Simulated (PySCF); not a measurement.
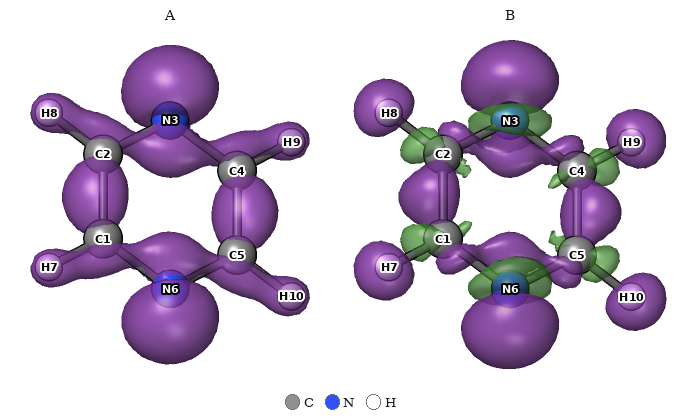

Figure 1: C$_{4}$H$_{4}$N$_{2}$, SMILES `c1cnccn1`. The Fukui function f⁻ from two separate SCF calculations and the density of the HOMO, at ±0.03 e/Å³ (purple positive, green negative).

Level of theory: PBE0/6-31+G* (PySCF), at a geometry from GFN2-xTB. No frequency check shows the geometry to be a minimum.

Coordinates in Å:

```
C1       1.1217    0.7066    0.0000
C2       1.1365   -0.6827    0.0000
N3       0.0160   -1.3859    0.0000
C4      -1.1217   -0.7066    0.0000
C5      -1.1365    0.6827    0.0000
N6      -0.0160    1.3859    0.0000
H7       2.0309    1.2920    0.0000
H8       2.0579   -1.2486    0.0000
H9      -2.0309   -1.2920    0.0000
H10     -2.0579    1.2486    0.0000
```

Question: Which panel is which, and how good is the frozen-orbital picture?

Answer: B is f⁻ (it has negative regions), A the HOMO density. The HOMO lies on N3 and N6 (29 % each) and C1, C2, C4 and C5 (8 % each); f⁻ (Hirshfeld-condensed) is largest on N3 and N6 (0.19 each); the vertical ionisation energy is 9.46 eV. Relaxation shifts 20 % of the electron between atoms. The orbital energy is −7.29 eV.
